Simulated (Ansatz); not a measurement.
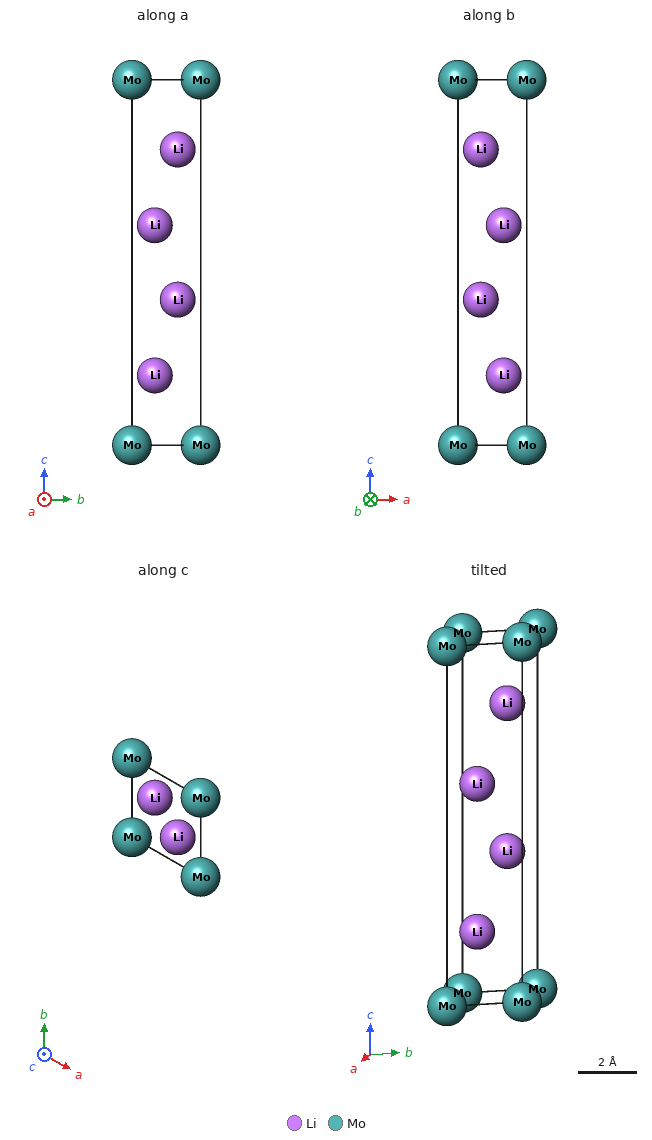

We look at a spheres-only model of the crystal along the a axis, along the b axis, along the c axis and slightly off an axis. The conventional unit cell is drawn as a box.

Lattice parameters: a = 2.7540 Å, b = 2.7540 Å, c = 12.7038 Å, α = 90.000°, β = 90.000°, γ = 120.000°.

Question: Set out the cell and atoms as a CIF with its space group and independent sites, with free fractional coordinates to two decimals.

Answer:
```cif
data_structure
_symmetry_space_group_name_H-M 'P -3 m 1'
_symmetry_Int_Tables_number 164
_cell_length_a 2.7540
_cell_length_b 2.7540
_cell_length_c 12.7038
_cell_angle_alpha 90.000
_cell_angle_beta 90.000
_cell_angle_gamma 120.000
_cell_volume 83.44
loop_
_atom_site_label
_atom_site_type_symbol
_atom_site_symmetry_multiplicity
_atom_site_Wyckoff_symbol
_atom_site_fract_x
_atom_site_fract_y
_atom_site_fract_z
_atom_site_occupancy
Li1 Li 2 d 0.3333 0.6667 0.81 1
Li2 Li 2 d 0.3333 0.6667 0.40 1
Mo1 Mo 1 a 0.00 0.00 0.00 1
```

The model was built from a structure type filled with these elements by a generator (whether the compound takes this form wasn't checked). Atoms and cell were optimised with DFT PBE, scalar-relativistic, plane waves, PAW (Ansatz 0.2.0).
